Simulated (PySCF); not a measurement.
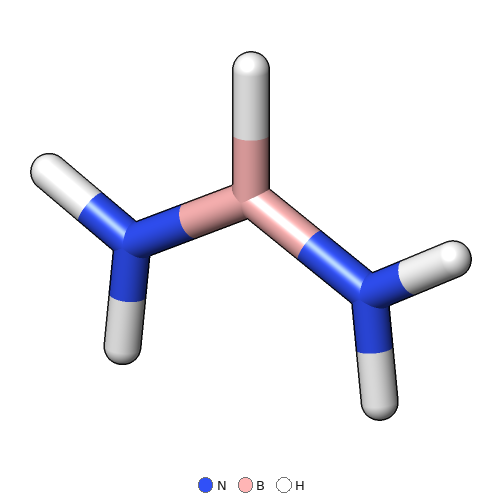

Computed geometry: PBE0-D3(BJ)/def2-SVP optimisation. No frequency run is at hand to confirm it as a minimum.

Give the structural formula.

SMILES: NBN

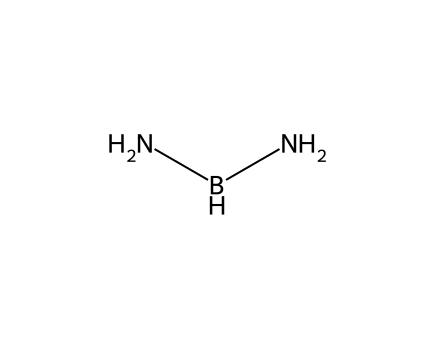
